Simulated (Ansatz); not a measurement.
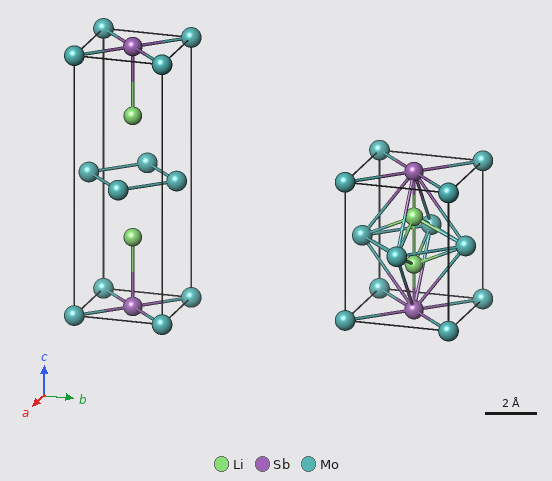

Two geometries of crystalline Li2SbMo3 (a generated structure, set up in P4/mmm) (coarse preliminary run), drawn at one scale. One is the start of a relaxation, the other its converged end. Style: ball-and-stick. Shown: the cell of the calculation, from a free direction.

Level of theory: DFT PBE, scalar-relativistic, plane waves, PAW in Ansatz 0.2.0. Settings: plane-wave cutoff 420 eV; k-point mesh 4 × 4 × 4; occupations gaussian; smearing width 0.1 eV; no spin polarisation; cell and atoms relaxed; force threshold 0.04 eV/Å; at most 70 steps.

Which of the two is the end point?

Answer. The left one is the relaxed one. After 20 accepted moves (24 points after the start) the energy has fallen by 6.925 eV per cell of the calculation. Largest force component: 4.6 eV/Å at the start, 0.035 eV/Å at the end. The pressure goes from 1.81 to −0.16 GPa. The line search rejected the trial step at point 9 of the run. The SCF was repeated 3 times at an unchanged geometry on a basis and grid sized afresh for the cell, which shifted the energy by 0.626 eV per cell of the calculation at most. The largest moves relative to the cell, 0.65 Å, are those of Li atoms. Mo and Sb stay in place. The volume changes by +35.5 %, with a = b 4.278 → 3.631 Å (−15.1 %), c 5.708 → 10.737 Å (+88.1 %). Near-neighbour distances that change, for instance: Li–Li 1.970 → 5.013 Å, Mo–Sb 3.567 → 5.667 Å, Li–Sb 1.869 → 2.862 Å, Li–Mo 2.355 → 3.095 Å. Bonds break: Li–Li (1.97 → 5.01 Å), Li–Mo (2.35 → 3.09 Å). The space group stays P4/mmm (No. 123).
